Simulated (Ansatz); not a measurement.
## Geometry relaxation, with input and output: Si₂H₇F (part 2 of 2)

Si₂H₇F; RHF/cc-pVDZ (Ansatz 0.2.0). The input holds or restrains some coordinates. Forces given for the steps count only the free coordinates. It belongs to a series of runs on one base structure; here: pulled along the bonds that form and break, towards end B.

Geometry of the input (Å):
```
Si 0.0000  0.0000  0.0000
H  0.0000  0.0000  1.8100
F  1.4994  0.0000  -0.5295
H  -0.6877  1.1914  -0.4862
H  -0.6877  -1.1914  -0.4862
Si -2.3914  0.0000  0.7946
H  -3.1794  -0.9102  -0.0313
H  -2.4426  -0.4389  2.1861
H  -2.9397  1.3491  0.6900
H  -0.9452  0.0000  1.8966
```

**Trajectory as extended XYZ, continued**
```
10
Properties=species:S:1:pos:R:3:forces:R:3 step=4 energy=-18538.34418
Si   -0.3106   -0.0009   -0.2780    0.7039  -0.0449  -0.3801
H     0.1473    0.0072    2.2870    5.1842   0.1331   0.5349
F     1.3880    0.0002   -0.4202   -1.9006   0.0089   1.3429
H    -0.6572    1.3506   -0.6500    0.7112   0.7462  -1.7514
H    -0.6570   -1.3543   -0.6425    0.7338  -0.7817  -1.6491
Si   -2.4564    0.0083    0.6331   -0.0199  -0.0594   3.1706
H    -3.2509   -0.9682   -0.1123   -0.3145  -0.0834  -0.5741
H    -2.4888   -0.4265    2.0980   -0.3659  -0.0053  -0.5232
H    -2.9827    1.3880    0.6658   -0.3422   0.1807  -0.3453
H    -0.5059   -0.0044    2.2632   -4.3900  -0.0943   0.1749
10
Properties=species:S:1:pos:R:3:forces:R:3 step=5 energy=-18539.56856
Si   -0.4302   -0.0032   -0.2856    2.1977  -0.0006  -0.9030
H     0.2663    0.0151    2.3165    2.8144   0.1230   0.0276
F     1.2746    0.0010   -0.2622   -1.6114   0.0207   1.2310
H    -0.5960    1.3494   -0.8224    0.0458   0.1087  -1.1755
H    -0.5926   -1.3600   -0.8013    0.1066  -0.2321  -1.1352
Si   -2.4803    0.0009    0.7063   -0.6234   0.3424   1.5674
H    -3.2434   -0.9383   -0.1328   -0.2447  -0.0482  -0.2932
H    -2.5410   -0.4444    2.1104   -0.2553  -0.1696   0.2483
H    -3.0114    1.3896    0.6426   -0.1819  -0.0511  -0.0795
H    -0.4204   -0.0101    2.3727   -2.2478  -0.0932   0.5119
10
Properties=species:S:1:pos:R:3:forces:R:3 step=6 energy=-18540.21036
Si   -0.4468   -0.0062   -0.3142    2.0083  -0.0639  -1.0523
H     0.3034    0.0244    2.2526    1.1641   0.0788   0.0335
F     1.2295    0.0054   -0.0718   -1.5369   0.0254   0.7905
H    -0.5926    1.3313   -0.9578    0.0614  -0.4216  -0.7249
H    -0.5794   -1.3568   -0.9305    0.1198   0.3794  -0.6487
Si   -2.4597    0.0124    0.7549   -1.1540  -0.1719   0.8151
H    -3.2464   -0.9186   -0.1347    0.0923   0.2811   0.1549
H    -2.5659   -0.4611    2.1570   -0.0775  -0.0427   0.0134
H    -3.0244    1.3857    0.6515   -0.0506  -0.0171   0.0583
H    -0.3919   -0.0165    2.4371   -0.6268  -0.0475   0.5602
10
Properties=species:S:1:pos:R:3:forces:R:3 step=7 energy=-18540.59166
Si   -0.4698   -0.0108   -0.3493    2.1564  -0.0173  -0.8124
H     0.3001    0.0283    2.2020    0.7518   0.0604   0.1077
F     1.1606    0.0126    0.1105   -1.5474   0.0129   0.2003
H    -0.5847    1.2788   -1.0889    0.0679  -0.3876  -0.4417
H    -0.5600   -1.3205   -1.0502    0.1257   0.3182  -0.3917
Si   -2.4371    0.0126    0.7914   -1.3280  -0.1247   0.4760
H    -3.2327   -0.8894   -0.1125    0.0008   0.1632   0.1478
H    -2.5644   -0.4763    2.1843    0.0435  -0.0275  -0.0047
H    -3.0150    1.3794    0.6765    0.0085   0.0221   0.1321
H    -0.3712   -0.0145    2.4804   -0.2792  -0.0197   0.5866
10
Properties=species:S:1:pos:R:3:forces:R:3 step=8 energy=-18540.85353
Si   -0.4840   -0.0348   -0.3811    1.4963  -0.0083  -1.1856
H     0.2349    0.0678    2.1898    1.0624   0.1034  -0.1059
F     1.0528    0.0517    0.2458   -0.6072   0.0013   0.0496
H    -0.5737    1.1675   -1.2547    0.0347  -0.2008  -0.1735
H    -0.4872   -1.3174   -1.1308    0.0589   0.1191  -0.1215
Si   -2.4207    0.0105    0.7985   -1.2544  -0.1150   0.4288
H    -3.2915   -0.7945   -0.1156   -0.0687   0.0973   0.0604
H    -2.4720   -0.5898    2.1496   -0.0474  -0.0098   0.0020
H    -2.9393    1.4037    0.8075    0.0018   0.0255   0.1646
H    -0.3936    0.0353    2.5350   -0.6765  -0.0126   0.8810
10
Properties=species:S:1:pos:R:3:forces:R:3 step=9 energy=-18540.96064
Si   -0.4854   -0.0653   -0.4058    1.2266  -0.0655  -1.2715
H     0.1838    0.1496    2.1762    1.1121   0.1411  -0.2605
F     1.0070    0.0986    0.2852   -0.2860   0.0046   0.0036
H    -0.5829    1.0723   -1.3608    0.0269  -0.1403  -0.0778
H    -0.4305   -1.3695   -1.1153    0.0369   0.0707  -0.0456
Si   -2.4039   -0.0031    0.7992   -1.3192  -0.0381   0.4138
H    -3.3520   -0.6478   -0.1661   -0.0159   0.0834   0.0583
H    -2.4557   -0.7544    2.0742   -0.0247  -0.0066  -0.0129
H    -2.8458    1.4072    0.9837    0.0605  -0.0412   0.1541
H    -0.4088    0.1124    2.5737   -0.8172  -0.0081   1.0386
10
Properties=species:S:1:pos:R:3:forces:R:3 step=10 energy=-18541.04519
Si   -0.4816   -0.0939   -0.4455    1.1073  -0.0856  -1.3082
H     0.0873    0.2145    2.1583    0.9165   0.1276  -0.2896
F     0.9700    0.1254    0.3023   -0.0928   0.0022   0.0001
H    -0.5754    1.0001   -1.4493    0.0098  -0.0797  -0.0117
H    -0.3778   -1.4053   -1.1341    0.0096   0.0233   0.0092
Si   -2.3764   -0.0218    0.7933   -1.5453   0.1019   0.6214
H    -3.4038   -0.5389   -0.1795    0.1041   0.1339   0.1346
H    -2.4291   -0.8682    2.0159    0.0102   0.0022  -0.1592
H    -2.7395    1.3928    1.1462    0.1296  -0.2664  -0.0149
H    -0.4478    0.1953    2.6365   -0.6491   0.0406   1.0183
10
Properties=species:S:1:pos:R:3:forces:R:3 step=11 energy=-18541.09026
Si   -0.4814   -0.1152   -0.4603    1.0380  -0.1388  -1.3042
H     0.0198    0.2863    2.1419    1.0165   0.1215  -0.5033
F     0.9455    0.1827    0.3061   -0.0450   0.0062  -0.0248
H    -0.5907    0.9159   -1.5264    0.0245  -0.0413   0.0192
H    -0.3343   -1.4545   -1.0836    0.0146   0.0084   0.0077
Si   -2.3666   -0.0340    0.7934   -1.3492   0.0585   0.5957
H    -3.4416   -0.3845   -0.1918    0.0453   0.0616   0.0632
H    -2.4291   -1.0124    1.9100    0.0135   0.0175  -0.0661
H    -2.6208    1.3462    1.2993    0.0265  -0.1190   0.0038
H    -0.4751    0.2693    2.6555   -0.7848   0.0255   1.2088
10
Properties=species:S:1:pos:R:3:forces:R:3 step=12 energy=-18541.09721
Si   -0.4819   -0.1312   -0.4753    1.0458  -0.0816  -1.3017
H    -0.0425    0.3048    2.1295    1.0672   0.0664  -0.6569
F     0.9279    0.2357    0.2887    0.0291  -0.0058   0.0459
H    -0.5937    0.8535   -1.5811   -0.0164  -0.0202  -0.0150
H    -0.2966   -1.4888   -1.0429   -0.0124  -0.0220   0.0033
Si   -2.3546   -0.0336    0.7953   -1.3186   0.0293   0.5761
H    -3.4564   -0.2762   -0.1859   -0.0084   0.0037   0.0091
H    -2.4227   -1.0880    1.8367    0.0028  -0.0082   0.0004
H    -2.5583    1.3069    1.4019    0.0092  -0.0160  -0.0016
H    -0.4954    0.3170    2.6772   -0.7983   0.0544   1.3404
```

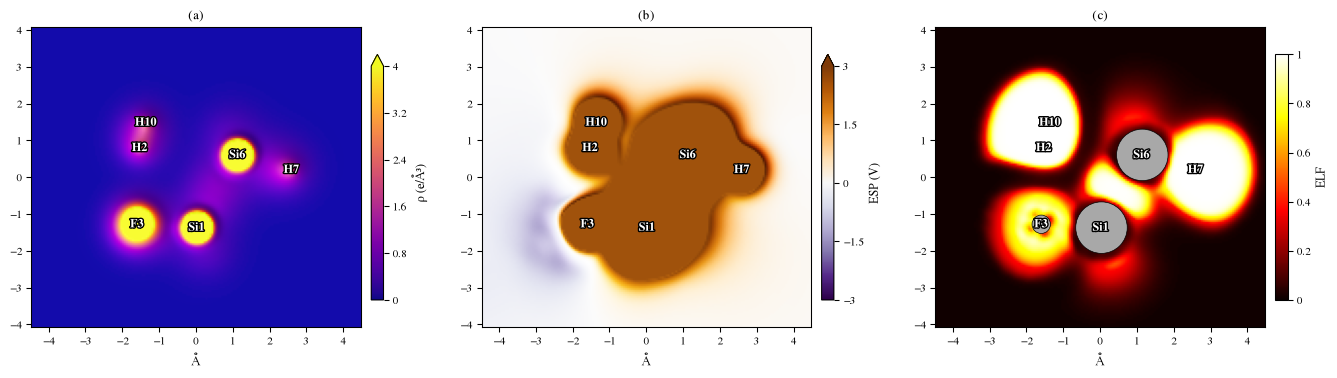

**Figure 1.** (a) total electron density; (b) molecular electrostatic potential; (c) ELF on the plane of atoms Si1, Si6 and H7. Grey discs, where drawn, cover atomic cores. The section cuts through Si, H and F sites. Si6···H10 (2.67 Å): ρ at the midpoint is about 0.08 e/Å³, with its minimum of 0.07 e/Å³ about 1.5 Å from Si; the ELF is only about 0.05 between them; a non-bonded, intermolecular contact. Si–F (1.64 Å): ρ is about 0.91 e/Å³ halfway; the ELF peaks at about 0.85 between the atoms. Si–H (1.50 Å): ρ at the midpoint is about 0.72 e/Å³; the ELF climbs to about 1 towards the hydrogen, as it does in any bond to H.

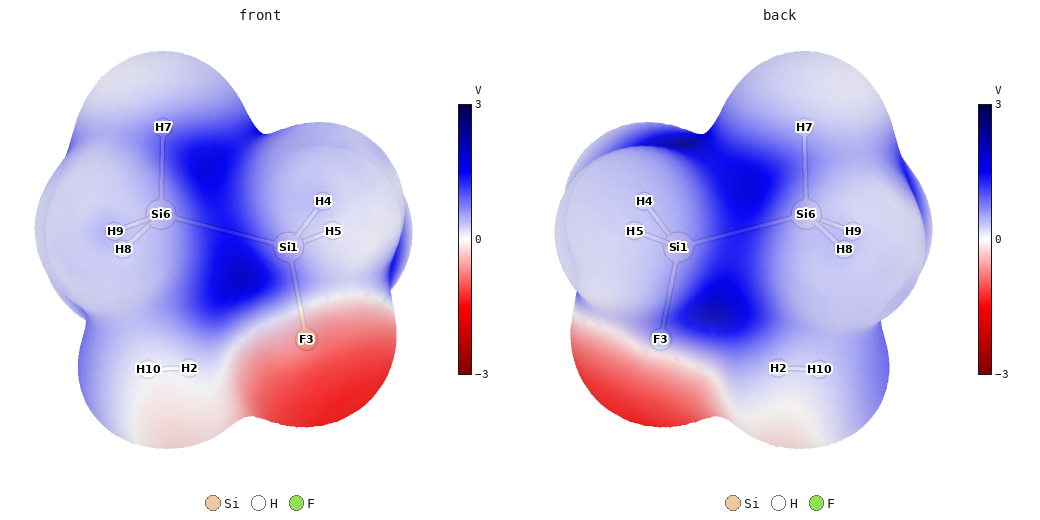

**Figure 2.** The electrostatic potential painted on the density surface at 0.002 e/bohr³, seen face on and from behind; the colour scale runs from red (negative) to blue (positive).

**Summary**

| quantity | value |
| --- | --- |
| outcome | converged under the restraints of the input |
| total energy | −18541.0972 eV |
| mean-field energy | −18541.0972 eV |
| largest force (length of the vector) at the end, held atoms and coordinates included | 1.672 eV/Å |
| wall time | 12 s |
| peak memory | 0.17 GiB |
